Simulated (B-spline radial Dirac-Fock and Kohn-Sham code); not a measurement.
# Mn¹⁸⁺: core levels and X-ray properties

Aim: for Mn¹⁸⁺, compute its X-ray form factor and Compton profile, the binding energy of each subshell, how cheaper methods do for the levels, its photoionisation cross sections and the widths and yields of its core holes.

Program: B-spline radial Dirac-Fock and Kohn-Sham code, version 2. Model: a free atom or ion on a radial basis; each step names its model. All values are calculated, but those marked as tabulated.

### 1 What is computed

The Mn¹⁸⁺ ion, configuration [He] 2s2 2p3.

```
nuclear charge     : 25
electrons          : 7
mass number        : 55
nuclear rms radius : 3.7057 fm
```

### 2 Scattering by the electron cloud

Model: Dirac-Fock average of configuration, finite nucleus; form factor of the spherical density, Waller-Hartree incoherent function, impulse-approximation Compton profiles.

Settings, as recorded:

```ini
task = scatter
Z = 25
charge = 18
configuration = 1s2 2s2 2p3
mass_number = 55
rms_radius = 3.7057  # fm
s = [0.0, 0.05, 0.1, 0.15, 0.2, 0.25, 0.3, 0.35, 0.4, 0.45, 0.5, 0.6, 0.7, 0.8, 0.9, 1.0, 1.1, 1.2, 1.4, 1.6, 1.8, 2.0, 2.5, 3.0, 3.5, 4.0, 5.0, 6.0]  # 1/A
pz = [0, 0.1, 0.2, 0.3, 0.4, 0.5, 0.6, 0.8, 1.0, 1.2, 1.4, 1.6, 1.8, 2.0, 2.5, 3.0, 4.0, 5.0, 7.0, 10.0, 15.0, 20.0, 30.0, 40.0, 60.0, 100.0]  # a.u.
photon_energy = [2000, 8047.8, 10000, 20000, 50000, 200000, 500000, 1000000]  # eV
```

Main fields of the result record, rounded:

```text
status: converged
form_factor [e]: [7.0, 6.9934, 6.9735, 6.9406, 6.8949, 6.8367, 6.7666, 6.6852, 6.593, 6.4907, 6.3791, 6.1316, 5.8572, 5.5632, 5.2568, 4.9447, 4.633, 4.3273, 3.7503, 3.2388, 2.8041, 2.447, 1.8435, 1.5191, 1.3322, 1.2011, 0.98425, 0.78834]
incoherent: [-2.8613e-12, 0.0089905, 0.035855, 0.080276, 0.14173, 0.21951, 0.31271, 0.4203, 0.54109, 0.67379, 0.81703, 1.1294, 1.4665, 1.8169, 2.1703, 2.5177, 2.8518, 3.1672, 3.7285, 4.1899, 4.5573, 4.8454, 5.3302, 5.6396, 5.8794, 6.0849, 6.4159, 6.6444]
compton_total [1/a.u.]: [0.49948, 0.49933, 0.49888, 0.49814, 0.4971, 0.49578, 0.49416, 0.49009, 0.48493, 0.47872, 0.47155, 0.46346, 0.45455, 0.44489, 0.41805, 0.38847, 0.32635, 0.26716, 0.17401, 0.095616, 0.042432, 0.020887, 0.0057095, 0.0018077, 0.00027529, 2.0259e-05]
shells: ["1s1/2", "2s1/2", "2p1/2", "2p3/2"]
occupation: [2.0, 2.0, 1.0, 2.0]
mean_momentum [a.u.]: [21.269, 7.5061, 10.068, 9.9605]
r2 [bohr^2]: 0.3606
r_inverse [1/bohr]: 78.031
r1 [bohr]: 1.3303
coherent [b]: [32.278, 28.024, 25.99, 15.884, 4.8906, 0.4899, 0.084957, 0.021573]
incoherent_cross_section [b]: [0.030598, 0.43214, 0.62406, 1.5984, 2.7172, 2.6844, 1.9939, 1.4705]
radial_jk:
  2p: {"j0": [1.0, 0.99884, 0.99537, 0.98963, 0.98164, 0.97149, 0.95924, 0.945, 0.92886, 0.91096, 0.89142, 0.84799, 0.79977, 0.74798, 0.69386, 0.63856, 0.58317, 0.52863, 0.42512, 0.3326, 0.25336, 0.18789, 0.0778, 0.023103, -0.00053325, -0.0089608, -0.0098514, -0.0065815], "j2": [0.0, 0.00046343, 0.0018484, 0.0041391, 0.0073093, 0.011323, 0.016136, 0.021694, 0.027936, 0.034796, 0.042201, 0.058337, 0.075706, 0.09366, 0.11158, 0.12889, 0.14511, 0.15985, 0.18374, 0.19932, 0.20663, 0.20661, 0.18423, 0.14763, 0.11134, 0.081296, 0.041861, 0.021681], "r2": 0.062941, "r4": 0.0076384, "r6": 0.0015211}
```

The scattering functions against s = sin θ / λ:

```csv
s (1/Å),f (e),f / N,S(s)
0,7.000,1.000,0
0.100,6.973,0.996,0.03586
0.200,6.895,0.985,0.1417
0.300,6.767,0.967,0.3127
0.400,6.593,0.942,0.5411
0.500,6.379,0.911,0.8170
0.700,5.857,0.837,1.466
0.900,5.257,0.751,2.170
1.10,4.633,0.662,2.852
1.40,3.750,0.536,3.728
1.80,2.804,0.401,4.557
2.50,1.844,0.263,5.330
3.50,1.332,0.190,5.879
5.00,0.9843,0.141,6.416
```

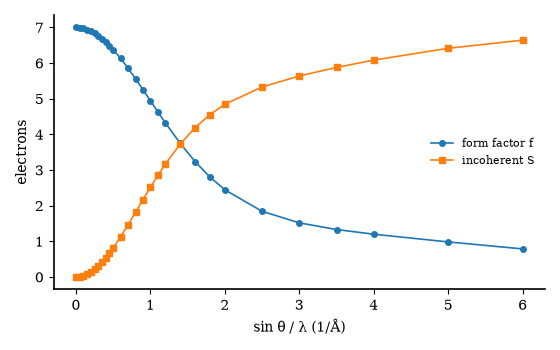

Form factor and incoherent scattering function.

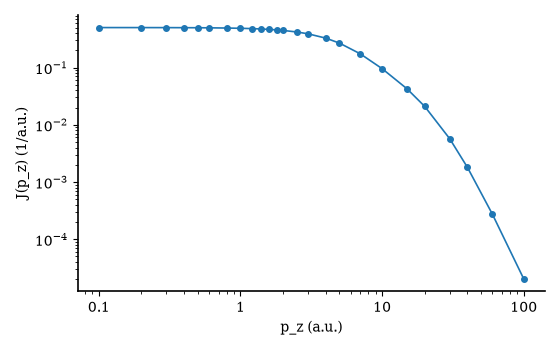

Compton profile, summed over all shells.

### 3 Binding energies

Model: Dirac-Fock average of configuration, Delta-SCF, finite nucleus, first-order Breit with its frequency dependence, self-energy and vacuum polarisation.

Settings, as recorded:

```ini
task = binding
```

Main fields of the result record, rounded:

```text
status: converged
shells: ["K", "L1", "L2,3"]
total_energy_parts [Ha]: [-918.130202, 0.331898996, -0.0211967596, -0.000492321129, 0.296662093, -0.0244927254]
koopmans [eV]: [7470.94, 1512.15, 1429.65]
dirac_coulomb [eV]: [7458.78, 1510.95, 1428.02]
gaunt [eV]: [-6.73481, -0.589731, -0.797576]
retardation [eV]: [0.257707, 0.0379365, 0.139125]
breit_frequency [eV]: [0.00563794, -0.00132805, 0.00465839]
self_energy [eV]: [-3.45748, -0.384061, 0.0257656]
vacuum_polarisation [eV]: [0.288759, 0.0299381, -0.00266883]
binding [eV]: [7449.14, 1510.04, 1427.39]
mean_radius [bohr]: [0.0605873, 0.262788, 0.228668]
```

total_energy_parts: Dirac-Coulomb, Gaunt, retardation, frequency dependence, self-energy, vacuum polarisation. 

The binding energies by parts, in eV; the parts add up.

```
level      -ε  relaxation  Breit    QED  binding
    K  7470.9      -12.15  -6.47  -3.17   7449.1
   L1  1512.2       -1.20  -0.55  -0.35   1510.0
 L2,3  1429.7       -1.63  -0.65   0.02   1427.4
```

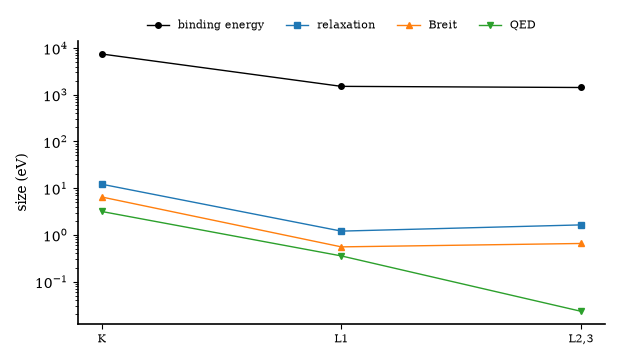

Binding energies and the sizes of their corrections, level by level (signs dropped).

### 4 Dirac LDA, for comparison

Model: Dirac-Kohn-Sham LDA (Slater exchange, VWN correlation), finite nucleus, spherical and without spin polarisation.

Recorded inputs:

```ini
task = binding-ladder
method = lda,vwn
relativity = dirac
```

Main fields of the result record, rounded:

```text
status: converged
shells: ["K", "L1", "L2,3"]
minus_eigenvalue [eV]: [7286.35, 1465.09, 1378.26]
delta_scf [eV]: [7464.22, 1508.11, 1428.17]
total_energy [Ha]: -915.817071
dirac_fock_binding [eV]: [7449.14, 1510.04, 1427.39]
```

Beside the Dirac-Fock ΔSCF result with Breit and QED, in eV:

```
level      -ε    miss    ΔSCF   miss  Dirac-Fock
    K  7286.3  -162.8  7464.2  +15.1      7449.1
   L1  1465.1   -44.9  1508.1   -1.9      1510.0
 L2,3  1378.3   -49.1  1428.2   +0.8      1427.4
```

### 5 Subshell cross sections

Model: independent-particle photoionisation: Dirac-Hartree-Slater potential of the initial state with a Latter tail for bound and continuum orbitals, all multipoles in the length form, thresholds from Dirac-Fock Delta-SCF.

The run's settings:

```ini
task = photo
photon_energy = [73.2, 80, 100, 117.0, 138.0, 278.0, 328.0, 397.0, 400, 600, 800, 8930.0, 15000, 17479.3, 103000.0, 200000]  # eV
```

Main fields of the result record, rounded:

```text
status: converged
shells: ["K", "L1", "L2", "L3"]
occupation: [2.0, 2.0, 1.0, 2.0]
threshold [eV]: [7449.14, 1510.04, 1435.49, 1423.34]
sigma [Mb]:
  - ["K", "-", "-", "-", "-", "-", "-", "-", "-", "-", "-", "-", 0.017, 0.00412, 0.00268, 1.32e-05, 1.71e-06]
  - ["L1", "-", "-", "-", "-", "-", "-", "-", "-", "-", "-", "-", 0.00136, 0.000354, 0.000234, 1.33e-06, 1.75e-07]
  - ["L2", "-", "-", "-", "-", "-", "-", "-", "-", "-", "-", "-", 0.000143, 2.31e-05, 1.33e-05, 1.87e-08, 1.72e-09]
  - ["L3", "-", "-", "-", "-", "-", "-", "-", "-", "-", "-", "-", 0.000266, 4.23e-05, 2.41e-05, 3.03e-08, 2.62e-09]
beta_dipole:
  - ["K", "-", "-", "-", "-", "-", "-", "-", "-", "-", "-", "-", 2.0, 2.0, 2.0, 1.97, 1.88]
  - ["L1", "-", "-", "-", "-", "-", "-", "-", "-", "-", "-", "-", 2.0, 2.0, 2.0, 1.97, 1.88]
  - ["L2", "-", "-", "-", "-", "-", "-", "-", "-", "-", "-", "-", 0.77, 0.543, 0.482, -0.041, -0.269]
  - ["L3", "-", "-", "-", "-", "-", "-", "-", "-", "-", "-", "-", 0.756, 0.505, 0.435, -0.306, -0.654]
```

Rows start with the subshell; columns follow the photon energies; blanks lie below or just at threshold.

Summed over subshells:

```
hν (eV)  total (kb)  K (%)  L (%)
 8930.0        18.7   90.6    9.4
  15000        4.53   90.8    9.2
  17479        2.95   90.8    9.2
 103000      0.0146   90.6    9.4
 200000     0.00189   90.5    9.5
```

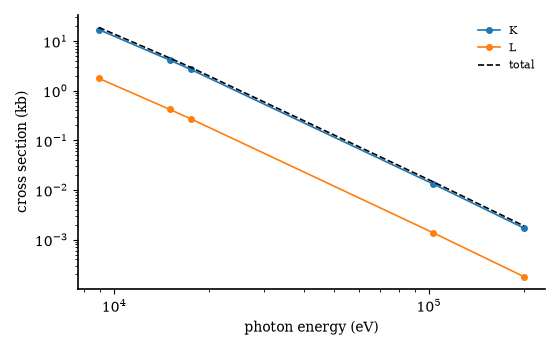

Photoionisation by shell at the energies asked; lines only join the points and miss the jumps at edges.

### 6 Filling the vacancies

Model: independent-particle rates: relativistic LDA orbitals of the hole state, multipoles to L = 3 (length form), Coulomb Auger matrix elements with a Latter-tail continuum; energies from Dirac-Fock.

Settings, as recorded:

```ini
task = decay
holes = ["K", "L1"]
```

Main fields of the result record, rounded:

```text
status: converged
K:
  width_radiative: 0.1806
  width_radiative_velocity: 0.18684
  width_nonradiative: 0.25667
  coster_kronig: {}
  radiative: [["L3", 6025.8, 0.11976], ["L2", 6013.7, 0.060839], ["L1", 5939.1, 1.108e-07]]
  auger: [["L1L3", 4427.7, 0.063247], ["L2L3", 4487.5, 0.062774], ["L1L1", 4337.1, 0.058429], ["L3L3", 4499.9, 0.035255], ["L1L2", 4415.3, 0.034335], ["L2L2", 4475.1, 0.0026326]]
L1:
  width_radiative: 1.0905e-05
  width_radiative_velocity: 1.0483e-05
  width_nonradiative: 0
  coster_kronig: {}
  radiative: [["L3", 86.703, 8.3046e-06], ["L2", 74.549, 2.6004e-06]]
  auger: []
```

All in eV. For each hole the six strongest lines (shell, energy, width) and Auger groups (final holes, energy, width) are shown.

Widths (eV), yields and lifetimes:

```csv
hole,radiative,Auger,Coster-Kronig,total,yield,lifetime (fs)
K (1s),0.181,0.257,0,0.437,0.413,1.51
L1 (2s),1.09e-05,0,0,1.09e-05,1.00,60400
```

### 7 The levels by non-relativistic HF

Model: non-relativistic Hartree-Fock, average of configuration, point nucleus.

Recorded inputs:

```ini
task = binding-ladder
method = hf
relativity = nr
```

Main fields of the result record, rounded:

```text
status: converged
shells: ["1s", "2s", "2p"]
minus_eigenvalue [eV]: [7410.86, 1497.07, 1424.93]
delta_scf [eV]: [7399.0, 1495.9, 1423.32]
total_energy [Ha]: -911.121489
```

Beside the Dirac-Fock ΔSCF result with Breit and QED, in eV:

```csv
level,-ε,miss,ΔSCF,miss,Dirac-Fock
1s,7410.9,-38.3,7399.0,-50.1,7449.1
2s,1497.1,-13.0,1495.9,-14.1,1510.0
2p,1424.9,-2.5,1423.3,-4.1,1427.4
```

Spin-orbit partners are averaged with weights 2j + 1.

### 8 Methods side by side

| method | level | eigenvalue miss (%) | ΔSCF miss (%) | time |
| --- | --- | --- | --- | --- |
| Dirac LDA | K | -2.19 | +0.20 | 0.36 s |
| non-relativistic HF | 1s | -0.51 | -0.67 | 0.05 s |
| Dirac-Fock + Breit + QED | all | - | reference | 0.81 s |

Times cover the ground state and all hole states of a step, on one thread of a shared host; states solved in an earlier step are reused, and a first call can include compiling.

### 9 Summary of results

| quantity | value |
| --- | --- |
| rms radius of the electron cloud | 0.227 bohr |
| form factor halves at | 1.5 1/Å |
| Compton profile at zero | 0.4995 1/a.u. |
| deepest level listed, K (1s) | 7449.1 eV |
| least bound, L2,3 (2p) | 1427.4 eV |
| ionisation energy, NIST (semi-empirical) | 1430.90 eV |
| Dirac LDA, K: eigenvalue / ΔSCF | 7286.3 / 7464.2 eV |
| total at 8930.0 eV | 18.7 kb |
| strongest subshell at 8930.0 eV | K (1s), 17.0 kb, β = 2.00 |
| K hole: width, yield | 0.437 eV, 0.413 |
| its lifetime | 1.51 fs |
| its strongest line | Kα1 (K-L3), 6025.8 eV |
| non-relativistic HF, 1s: eigenvalue / ΔSCF | 7410.9 / 7399.0 eV |

**Reading.** The form factor starts at the 7 electrons and halves by s = 1.5 1/Å. Incoherent scattering outweighs coherent from 200 keV on, among the energies asked. For K (1s), relaxation takes off 12.2 eV, Breit terms shift it by -6.47 and QED by -3.17 eV. NIST's ionisation energy differs by +3.51 eV from the least binding energy; the calculation averages open shells over their j components and terms. Dirac LDA misses the K level by -2.2 % with its eigenvalue and by +0.2 % with ΔSCF, so total-energy differences mend most of the error. K (1s) leads at 8930.0 eV with 91 % of the total, and the K shell holds 91 % at 200000 eV. The K hole lives 1.5 fs and decays mostly by electron emission (yield 0.41). Non-relativistic HF misses the 1s level by -0.5 % with its eigenvalue and by -0.7 % with ΔSCF. The Hartree-Fock and Dirac-Fock values hold no electron correlation.
